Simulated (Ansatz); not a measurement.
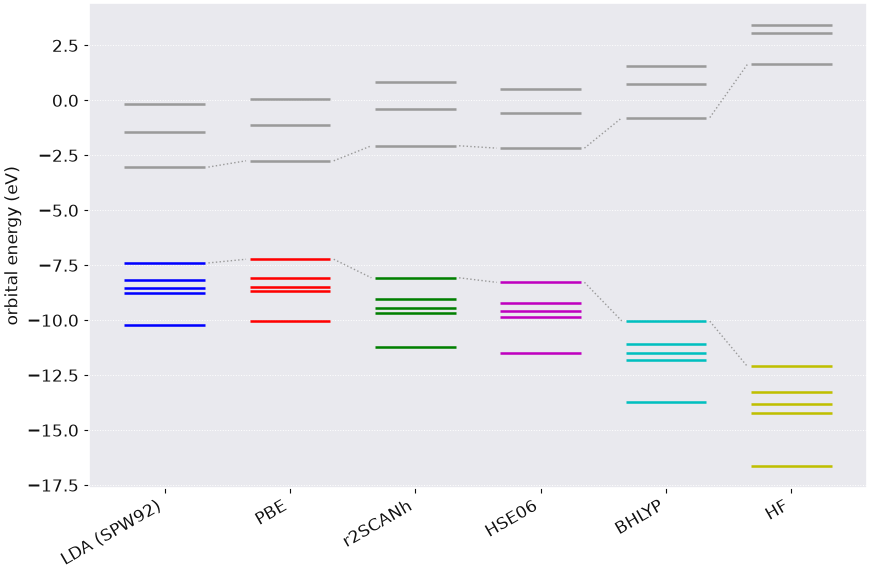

Frontier orbital energies of CH₅BF₂Si, SMILES B[C@@H](F)[SiH2]F at one geometry, def2-TZVPP, the Ansatz code 0.2.0, at a PBE0-D4/def2-TZVP geometry (a minimum by its frequencies). Empty levels are grey, levels within 0.1 eV stand side by side; all columns show the same few orbitals around the gap. Dotted lines join the HOMOs and the LUMOs.

### How do the frontier levels move from column to column?

The separation grows from 4.36 eV (LDA (SPW92)) to 13.74 eV (HF).

| level | HOMO (eV) | LUMO (eV) | separation (eV) |
| --- | --- | --- | --- |
| LDA (SPW92) | −7.40 | −3.04 | 4.36 |
| PBE | −7.23 | −2.75 | 4.48 |
| r2SCANh | −8.07 | −2.07 | 6.00 |
| HSE06 | −8.28 | −2.18 | 6.10 |
| BHLYP | −10.05 | −0.79 | 9.26 |
| HF | −12.11 | 1.64 | 13.74 |

Caveats, for all or some of the runs: empty levels above zero depend strongly on the basis; one conformer of a flexible molecule.
